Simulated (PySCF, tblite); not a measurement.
# C4H6F3N2+: vibronic structure

Aim: compute the vibronic structure of C4H6F3N2+ (`N/C(=C\C=[NH2+])C(F)(F)F`).

Computed with tblite 0.8.0 and PySCF 2.14.0 and routines of our own; the level stands in each step. Atoms count from 0.

### 1 The starting structure

15 atoms, charge 1, multiplicity 1; geometry from: force field or distance geometry start.

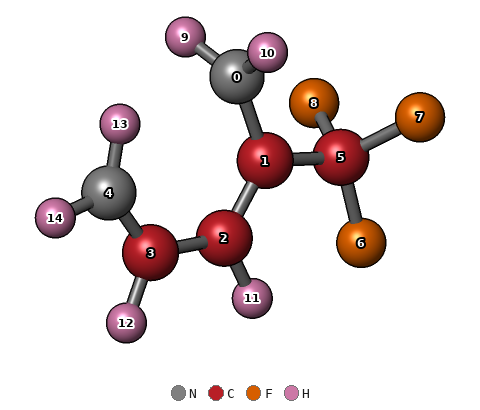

The starting geometry (nitrogen grey, carbon red, fluorine orange, hydrogen pink).

### 2 Optimising the geometry with GFN2-xTB

The job: settings as JSON, then the geometry in Å.

```
{"job": {"kind": "relax", "xc": "GFN2-xTB", "basis": "xTB"}, "charge": 1, "multiplicity": 1}
N     -0.379900     0.289600     1.339900
C     -0.697100     0.073900    -0.034600
C      0.240700    -0.185000    -0.915500
C      1.654700    -0.262600    -0.687100
N      2.275800    -0.129600     0.416400
C     -2.114300     0.126000    -0.434300
F     -2.286100    -0.102500    -1.787200
F     -2.718700     1.339200    -0.073400
F     -2.790300    -0.870800     0.234500
H     -0.362000    -0.549500     1.995100
H     -0.198900     1.256400     1.716900
H     -0.137100    -0.340300    -1.947800
H      2.261600    -0.490200    -1.561800
H      1.908600     0.078800     1.343800
H      3.338700    -0.225600     0.373000
```

Started as:

```
$ OMP_NUM_THREADS=1 python excited_run.py task.json out
```

The driver reads the jobs from task.json and runs them one after another.

Log:

```text
step      E/eV     max force
  0    -847.40611    3.905
  1    -847.85560    1.782
  2    -847.95672    0.880
  3    -848.00093    0.809
  4    -848.09745    1.103
  5    -848.18005    1.342
  6    -848.24838    1.075
  7    -848.32972    0.614
  8    -848.34654    0.653
  9    -848.36463    0.431
 10    -848.39976    0.903
 11    -848.43262    0.678
 12    -848.45758    0.372
 13    -848.47381    0.326
 14    -848.48485    0.359
 15    -848.49310    0.299
 16    -848.49779    0.168
 17    -848.50087    0.146
 18    -848.50379    0.245
 19    -848.50724    0.251
 20    -848.51135    0.181
 21    -848.51625    0.187
 22    -848.52218    0.220
 23    -848.53057    0.377
 24    -848.54329    0.475
 25    -848.56085    0.605
 26    -848.58432    0.589
 27    -848.60943    0.429
 28    -848.62573    0.653
 29    -848.60738    1.116
 30    -848.65135    0.653
 31    -848.66238    0.322
 32    -848.68653    0.390
 33    -848.71001    0.769
 34    -848.73939    0.584
 35    -848.79759    0.584
 36    -848.84470    0.549
 37    -848.87144    0.467
 38    -848.88005    1.216
 39    -848.92558    0.437
 40    -848.94921    0.343
 41    -848.98256    0.289
 42    -848.99903    0.279
 43    -849.01616    0.277
 44    -849.02776    0.251
 45    -849.03623    0.248
 46    -849.04535    0.252
 47    -849.05373    0.231
 48    -849.06105    0.210
 49    -849.06643    0.165
 50    -849.07026    0.181
 51    -849.07309    0.157
 52    -849.07549    0.102
 53    -849.07702    0.089
 54    -849.07842    0.086
 55    -849.07957    0.090
 56    -849.08033    0.075
 57    -849.08083    0.055
 58    -849.08121    0.040
 59    -849.08143    0.036
 60    -849.08154    0.031
 61    -849.08170    0.036
 62    -849.08193    0.049
 63    -849.08226    0.060
 64    -849.08259    0.056
 65    -849.08283    0.049
 66    -849.08303    0.044
 67    -849.08330    0.047
 68    -849.08364    0.058
 69    -849.08395    0.047
 70    -849.08416    0.035
 71    -849.08429    0.031
 72    -849.08440    0.032
 73    -849.08452    0.031
 74    -849.08464    0.029
 75    -849.08475    0.035
 76    -849.08485    0.035
 77    -849.08496    0.031
 78    -849.08508    0.028
 79    -849.08521    0.034
 80    -849.08536    0.042
 81    -849.08552    0.037
 82    -849.08567    0.031
 83    -849.08577    0.019
 84    -849.08582    0.021
 85    -849.08585    0.014
 86    -849.08587    0.014
 87    -849.08589    0.017
 88    -849.08592    0.019
 89    -849.08595    0.019
 90    -849.08599    0.017
 91    -849.08605    0.018
 92    -849.08613    0.022
 93    -849.08624    0.031
 94    -849.08637    0.032
 95    -849.08652    0.028
 96    -849.08664    0.022
 97    -849.08673    0.019
 98    -849.08678    0.021
 99    -849.08683    0.017
100    -849.08686    0.010
101    -849.08688    0.008
```

Run time: 0.48 s. Hardware: 1 thread of Arm Neoverse V2, shared host; peak memory 0.18 GiB.

The steps of the relaxation: (not every step is listed)

```
step  energy from step 0 (eV)  largest force (eV/Å)
   0                   0.0000                3.9047
   1                  -0.4495                1.7815
   2                  -0.5506                0.8802
   3                  -0.5948                0.8085
   4                  -0.6913                1.1031
   5                  -0.7739                1.3415
   6                  -0.8423                1.0755
   7                  -0.9236                0.6141
   8                  -0.9404                0.6528
  16                  -1.0917                0.1681
  24                  -1.1372                0.4754
  32                  -1.2804                0.3897
  40                  -1.5431                0.3427
  48                  -1.6549                0.2101
  56                  -1.6742                0.0752
  64                  -1.6765                0.0562
  72                  -1.6783                0.0316
  80                  -1.6793                0.0418
  88                  -1.6798                0.0188
  96                  -1.6805                0.0225
  97                  -1.6806                0.0186
  98                  -1.6807                0.0212
  99                  -1.6807                0.0166
 100                  -1.6807                0.0103
 101                  -1.6808                0.0085
```

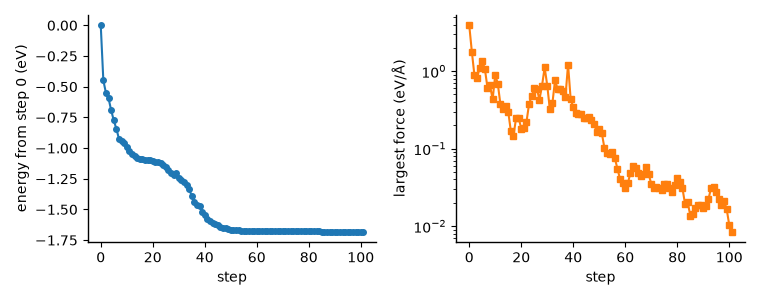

Energy and largest force along the relaxation.

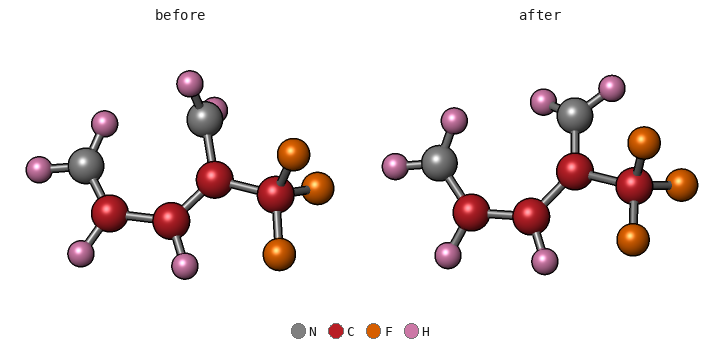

Before and after, at one scale.

Close pairs (by a distance rule), those that changed most:

```
  bond  before (Å)  after (Å)  change (Å)
 N0–C1       1.427      1.324      -0.103
 C1–C2       1.312      1.381      +0.069
 C5–F7       1.403      1.335      -0.067
 C1–C5       1.473      1.539      +0.065
 C5–F6       1.383      1.321      -0.062
N4–H14       1.068      1.012      -0.056
 N0–H9       1.065      1.009      -0.056
 C5–F8       1.378      1.335      -0.042
```

The next job starts from the end point, and lists it.

### 3 Vibrational analysis with GFN2-xTB

The job: settings as JSON, then the geometry in Å.

```
{"job": {"kind": "ir", "xc": "GFN2-xTB", "basis": "xTB"}, "charge": 1, "multiplicity": 1}
N     -0.547966     0.145102     1.388603
C     -0.660327     0.032977     0.073663
C      0.299728    -0.325756    -0.852365
C      1.678386    -0.444823    -0.687427
N      2.414103    -0.013792     0.307021
C     -2.092011     0.296732    -0.424671
F     -2.193666     0.283191    -1.741845
F     -2.503098     1.486592     0.020135
F     -2.918423    -0.625029     0.075316
H      0.269392    -0.170871     1.889028
H     -1.364981     0.363797     1.947120
H     -0.063669    -0.541164    -1.847753
H      2.217574    -0.916328    -1.502239
H      2.040515     0.559023     1.052146
H      3.420029    -0.121662     0.281355
```

Log:

```text
mode    cm-1     km/mol
  1     -25.6      2.45
  2      78.0      1.21
  3     140.8      1.43
  4     201.4      1.66
  5     224.6      3.80
  6     271.7     16.22
  7     298.7      3.86
  8     374.9      6.09
  9     443.4      7.51
 10     482.5     18.84
 11     525.9     20.60
 12     546.3     30.53
 13     588.8    161.80
 14     619.7     38.42
 15     645.7    111.04
 16     671.5    105.39
 17     674.2     14.90
 18     799.8      0.48
 19     834.0     93.34
 20     955.8     18.80
 21     982.9      3.73
 22    1018.8     63.02
 23    1072.7    333.17
 24    1075.0    169.61
 25    1147.7    235.81
 26    1190.3      9.65
 27    1231.3    112.15
 28    1313.9      6.40
 29    1377.9     20.45
 30    1436.1     71.49
 31    1489.5     28.80
 32    1584.3    870.12
 33    1625.7    207.82
 34    3047.8     13.39
 35    3087.8     26.82
 36    3389.1    279.13
 37    3399.1    110.19
 38    3445.8     57.46
 39    3459.3     31.53
```

Wall time 0.35 s (1 thread of Arm Neoverse V2, shared host); peak memory 0.18 GiB.

The strongest bands and the atoms that carry them (share of the mass-weighted mode):

```
cm⁻¹  km/mol                               atoms
 589   161.8                   H10 53 %, N0 16 %
1073   333.2           C5 73 %, F7 14 %, F8 12 %
1075   169.6                    C5 51 %, F8 11 %
1148   235.8                    C5 69 %, F6 21 %
1231   112.2          C1 31 %, H11 30 %, C5 16 %
1584   870.1           C3 32 %, C2 31 %, C1 21 %
1626   207.8  C1 38 %, C3 25 %, N4 13 %, N0 12 %
3389   279.1                   H10 73 %, H9 12 %
```

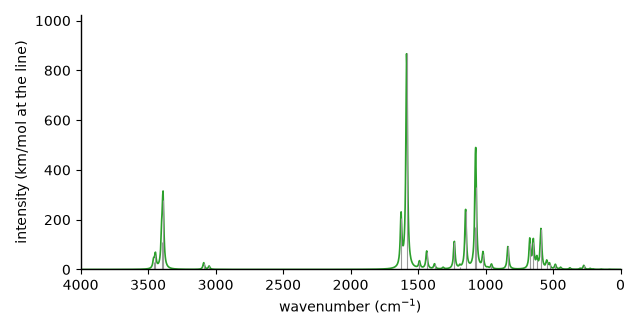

The infrared spectrum from these modes, unscaled. Lines are broadened to a width of 14 cm⁻¹ (Lorentzian).

### 4 Vibronic structure: TDDFT CAM-B3LYP/def2-SV(P)

Settings changed since step 3:

```diff
@@ -1,2 +1,2 @@
-{"job": {"kind": "ir", "xc": "GFN2-xTB", "basis": "xTB"}, "charge": 1, "multiplicity": 1}
+{"job": {"kind": "vib", "xc": "CAM-B3LYP", "basis": "def2-SV(P)", "tda": false}, "charge": 1, "multiplicity": 1}
 N     -0.547966     0.145102     1.388603
```

With the program's defaults for keys left out, this is: TDDFT CAM-B3LYP/def2-SV(P) vertical-gradient vibronic structure (displaced harmonic oscillators, Condon), gas phase.

Log:

```text
final grid: 61696 points
cycle   1  E = -563.9743472521  dE =  2.077e+00  |g| = 1.012e+00  |ddm| = 4.105e+00
cycle   2  E = -563.9068555172  dE =  6.749e-02  |g| = 1.279e+00  |ddm| = 1.789e+00
cycle   3  E = -564.1704870160  dE = -2.636e-01  |g| = 7.103e-02  |ddm| = 9.558e-01
cycle   4  E = -564.1711814066  dE = -6.944e-04  |g| = 4.360e-02  |ddm| = 1.086e-01
cycle   5  E = -564.1716366870  dE = -4.553e-04  |g| = 9.463e-03  |ddm| = 4.917e-02
cycle   6  E = -564.1716564833  dE = -1.980e-05  |g| = 2.699e-03  |ddm| = 1.104e-02
cycle   7  E = -564.1716580584  dE = -1.575e-06  |g| = 8.641e-04  |ddm| = 2.854e-03
cycle   8  E = -564.1716582239  dE = -1.655e-07  |g| = 2.276e-04  |ddm| = 9.374e-04
cycle   9  E = -564.1716582373  dE = -1.337e-08  |g| = 6.613e-05  |ddm| = 3.264e-04
cycle  10  E = -564.1716582385  dE = -1.161e-09  |g| = 3.071e-05  |ddm| = 8.573e-05
cycle  11  E = -564.1716582387  dE = -2.278e-10  |g| = 6.744e-06  |ddm| = 3.757e-05
converged SCF energy = -564.1716582387

Singlet excitations (eV, f): 4.661 (0.3484)  7.068 (0.0047)  7.119 (0.0134)  7.824 (0.0172)  8.127 (0.0071)  8.201 (0.1027)

State S1  4.6609 eV  f = 0.34836  H->L 0.98
  relaxed dipole 9.803 D, largest gradient of the excitation energy 0.0492 Eh/bohr
  mode    cm-1        S   lambda/meV  Raman
    2     78.0   22.2136     214.7   0.483
    4    201.4    2.5487      63.7   0.370
    3    140.8    3.5557      62.1   0.252
   27   1231.3    0.1845      28.2   1.000
   21    982.9    0.2053      25.0   0.709
   26   1190.3    0.1661      24.5   0.841
   28   1313.9    0.1357      22.1   0.838
    6    271.7    0.6248      21.0   0.165
   12    546.3    0.2177      14.7   0.232
   14    619.7    0.1779      13.7   0.244
   10    482.5    0.1733      10.4   0.144
   17    674.2    0.0857       7.2   0.139
  reorganisation energy 0.5409 eV, total S 30.681, 0-0 4.1200 eV

State S4  7.8236 eV  f = 0.01718  H-2->L 0.34, H-4->L 0.24, H-6->L 0.19
  relaxed dipole 8.305 D, largest gradient of the excitation energy 0.0849 Eh/bohr
  mode    cm-1        S   lambda/meV  Raman
   33   1625.7    0.6162     124.2   0.578
   35   3087.8    0.2953     113.1   1.000
    2     78.0    8.1160      78.4   0.018
   27   1231.3    0.4235      64.6   0.228
   12    546.3    0.7329      49.6   0.078
    4    201.4    1.9416      48.5   0.028
   26   1190.3    0.3215      47.4   0.162
   18    799.8    0.4347      43.1   0.099
   28   1313.9    0.1932      31.5   0.118
   10    482.5    0.4275      25.6   0.035
    3    140.8    1.2891      22.5   0.009
   17    674.2    0.2419      20.2   0.039
  reorganisation energy 0.8338 eV, total S 17.083, 0-0 6.9898 eV

State S6  8.2005 eV  f = 0.10270  H->L+2 0.40, H->L+3 0.26, H-2->L 0.21
  relaxed dipole 5.986 D, largest gradient of the excitation energy 0.0459 Eh/bohr
  mode    cm-1        S   lambda/meV  Raman
    2     78.0    5.6736      54.8   0.042
    4    201.4    2.0081      50.2   0.098
   12    546.3    0.7069      47.9   0.254
   27   1231.3    0.3094      47.2   0.566
   20    955.8    0.3092      36.6   0.341
    5    224.6    1.2237      34.1   0.074
   37   3399.1    0.0718      30.2   1.000
   38   3445.8    0.0454      19.4   0.650
   34   3047.8    0.0512      19.3   0.574
   29   1377.9    0.0942      16.1   0.216
    6    271.7    0.4365      14.7   0.039
    3    140.8    0.7195      12.6   0.017
  reorganisation energy 0.4635 eV, total S 12.354, 0-0 7.7370 eV

State T1  2.6187 eV  f = 0.00000  H->L 0.99
  relaxed dipole 9.924 D, largest gradient of the excitation energy 0.0524 Eh/bohr
  mode    cm-1        S   lambda/meV  Raman
    2     78.0    5.9685      57.7   0.097
   27   1231.3    0.2474      37.8   1.000
   28   1313.9    0.1637      26.7   0.754
   26   1190.3    0.1426      21.0   0.539
    4    201.4    0.7005      17.5   0.076
   21    982.9    0.0981      12.0   0.253
   10    482.5    0.1925      11.5   0.120
   32   1584.3    0.0585      11.5   0.392
   15    645.7    0.1142       9.1   0.127
    6    271.7    0.2586       8.7   0.051
   14    619.7    0.1112       8.5   0.114
   33   1625.7    0.0376       7.6   0.265
  reorganisation energy 0.2624 eV, total S 8.664, 0-0 2.3563 eV
```

Run time: 55 s. Hardware: 1 thread of Arm Neoverse V2, shared host; peak memory 1 GiB.

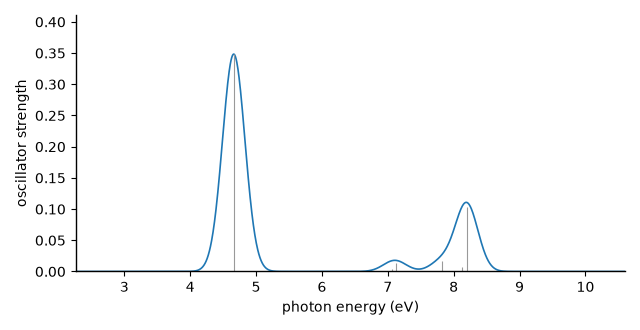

Absorption lines of the singlets. Lines are broadened to a width of 0.40 eV (Gaussian).

The fields below are evaluated on a grid from the run's orbitals.

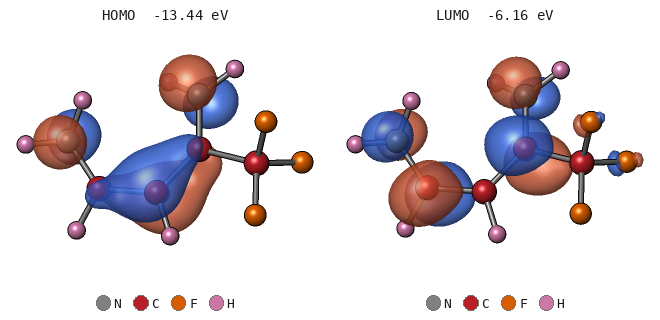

Frontier orbitals at CAM-B3LYP/def2-SV(P); each surface holds 70 % of the orbital's density, blue and red mark the sign.

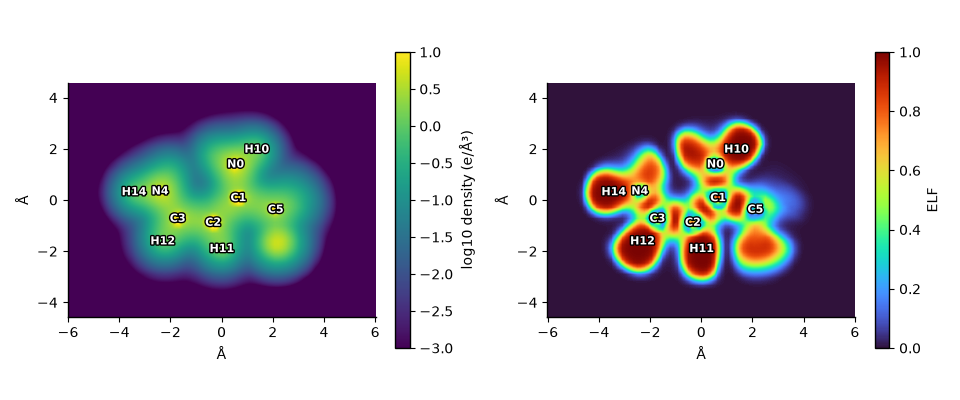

Density (left) and ELF (right) in a plane through or near 10 of the atoms.

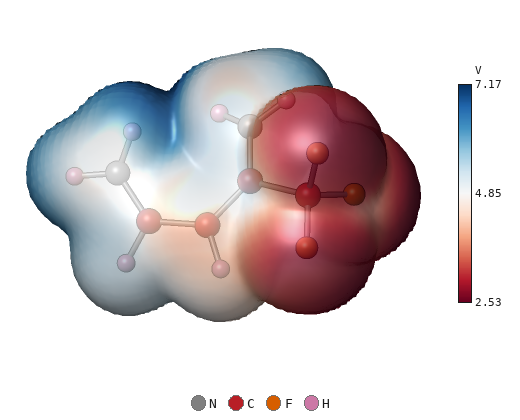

Electrostatic potential on the surface of density 0.002 e/bohr³; red is low, blue high. It runs, from the 1st to the 99th percentile, from 2.53 V near F8 to 7.17 V near H9.

### 5 What came out

| quantity | value |
| --- | --- |
| strongest single infrared mode (GFN2-xTB) | 1584 cm⁻¹, 870 km/mol |
| zero-point energy (GFN2-xTB) | 65.4 kcal/mol |
| S1: vertical, reorganisation, 0-0, total S (step 4, TDDFT CAM-B3LYP/def2-SV(P), modes from GFN2-xTB) | 4.66, 0.54, 4.12 eV; 30.7 |
| S4: vertical, reorganisation, 0-0, total S (step 4, TDDFT CAM-B3LYP/def2-SV(P), modes from GFN2-xTB) | 7.82, 0.83, 6.99 eV; 17.1 |
| S6: vertical, reorganisation, 0-0, total S (step 4, TDDFT CAM-B3LYP/def2-SV(P), modes from GFN2-xTB) | 8.20, 0.46, 7.74 eV; 12.4 |

What this shows: The lowest mode is imaginary (26i cm⁻¹), so the xTB geometry is not a minimum. The strongest single mode, at 1584 cm⁻¹, is carried by C3, C2, C1. Unscaled tight-binding wavenumbers are off by several per cent, some by more. Its intensities can rank the bands wrongly. In step 4 the harmonic model is doubtful. Where the total S runs above about 15, the geometry moves far on excitation and the harmonic model is stretched, so its 0-0 value is in doubt. The vibronic model keeps the ground-state modes (from xTB) and shifts them along the gradient alone, so it can miss much of the relaxation that a full optimisation finds. By nearest atom (CAM-B3LYP/def2-SV(P)), the HOMO sits on C2 37 %; N0, N4 about 17 % each and the LUMO on C1, C3 about 28 % each; N0, N4 about 11 % each.
